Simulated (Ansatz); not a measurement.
Input

```
crystal:
  periodic: [false, false, false]
  atoms:
    - {symbol: C, position_ang: [0.938463, -1.080206, -2.169094]}
    - {symbol: C, position_ang: [0.442669, -1.208076, -0.732032]}
    - {symbol: C, position_ang: [-0.298926, -2.524278, -0.519159]}
    - {symbol: C, position_ang: [-0.506411, -0.055131, -0.432968]}
    - {symbol: O, position_ang: [-1.512208, 0.062781, -1.091340]}
    - {symbol: C, position_ang: [-0.222203, 0.965094, 0.682251]}
    - {symbol: C, position_ang: [-1.410749, 0.914804, 1.645436]}
    - {symbol: C, position_ang: [1.068703, 0.712280, 1.449647]}
    - {symbol: C, position_ang: [-0.164015, 2.343410, 0.018734]}
    - {symbol: H, position_ang: [1.504785, -0.157745, -2.320685]}
    - {symbol: H, position_ang: [0.091658, -1.075046, -2.857873]}
    - {symbol: H, position_ang: [1.589325, -1.920657, -2.421473]}
    - {symbol: H, position_ang: [1.299358, -1.172992, -0.058525]}
    - {symbol: H, position_ang: [0.349010, -3.368448, -0.766582]}
    - {symbol: H, position_ang: [-1.182761, -2.563160, -1.158605]}
    - {symbol: H, position_ang: [-0.624674, -2.641756, 0.517549]}
    - {symbol: H, position_ang: [-1.474561, -0.054241, 2.148250]}
    - {symbol: H, position_ang: [-2.344294, 1.084295, 1.108343]}
    - {symbol: H, position_ang: [-1.300256, 1.685086, 2.413353]}
    - {symbol: H, position_ang: [1.188414, 1.479062, 2.219614]}
    - {symbol: H, position_ang: [1.064481, -0.257789, 1.953081]}
    - {symbol: H, position_ang: [1.948007, 0.759931, 0.802378]}
    - {symbol: H, position_ang: [-1.079339, 2.535842, -0.541569]}
    - {symbol: H, position_ang: [0.682521, 2.418413, -0.669535]}
    - {symbol: H, position_ang: [-0.046986, 3.118540, 0.780794]}
basis:
  gaussian: {orbitals: def2-TZVPP}
hamiltonian: {xc: pbe0, dispersion: d4}
output: {orbitals: {seedname: orbitals}}
```

Command:

```sh
ansatz run in.yaml --threads 4 --pin off --events-out ev --progress --plain --max-ram 41984MiB --backend cuda --devices 0, --max-vram 37GiB
```

Geometry: PBE0-D4/def2-TZVP.

These are results of RKS PBE0-D4/def2-TZVPP in Ansatz, not measurements.

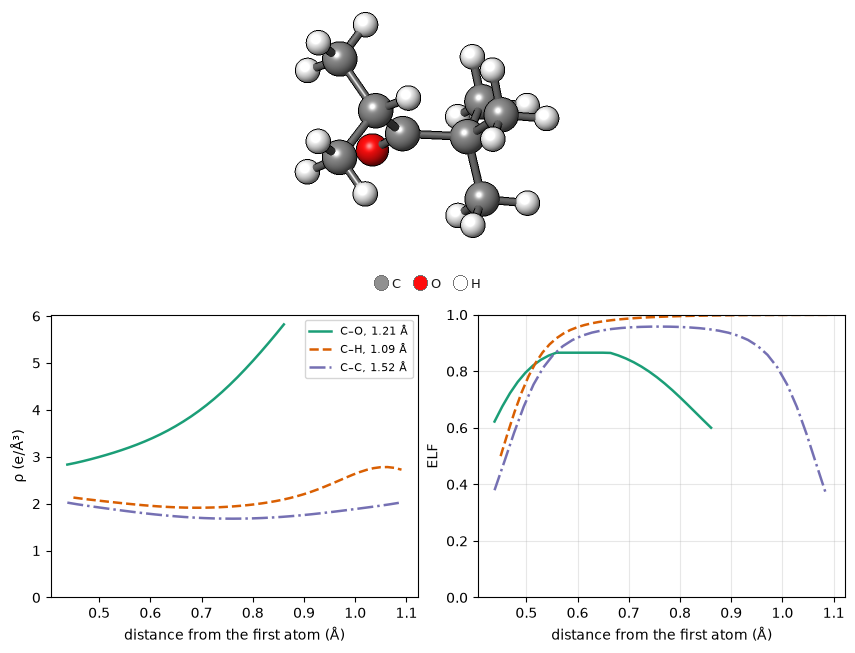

C8H16O. Total electron density and electron localisation function along straight lines between neighbouring atoms. The curves leave out the atomic cores. The structure is drawn too.

### What can be read from the curves?

C–O (1.21 Å): the density is about 3.4 e/Å³ at the midpoint; the ELF peaks at about 0.85 between the atoms; a short, multiple covalent bond.
C–H (1.09 Å): the density is about 2 e/Å³ at the midpoint; the ELF climbs to about 1 towards the hydrogen, as it does in any bond to H (a covalent bond by its length).
C–C (1.52 Å): the density is about 1.7 e/Å³ at the midpoint; the ELF peaks at about 0.95 between the atoms: localised, covalent bonding.
